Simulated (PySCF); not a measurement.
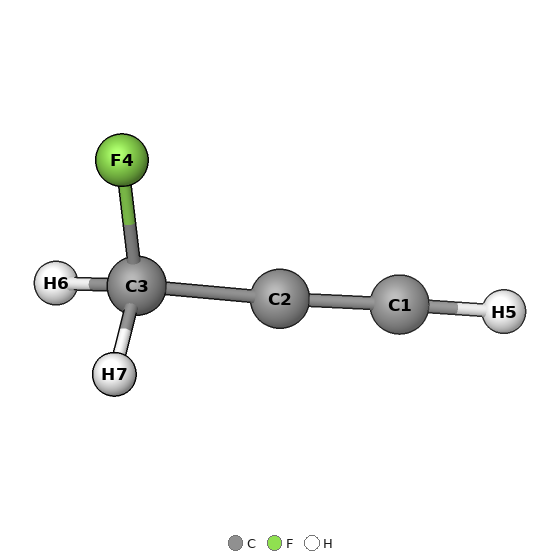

The computed structure is the end point of a GFN2-xTB optimisation. No frequency run is at hand to confirm it as a minimum. Method: delta-SCF UKS SCAN, pcX-2 on the ionised atom, pcseg-1 elsewhere, spin-free X2C (PySCF 2.14.0).

Give the core-electron binding energies (to vacuum) of C1 1s, C2 1s, C3 1s, F4 1s.

```tsv
atom	level	binding energy (eV)
C1	1s	290.9
C2	1s	291.2
C3	1s	294.2
F4	1s	692.6
```
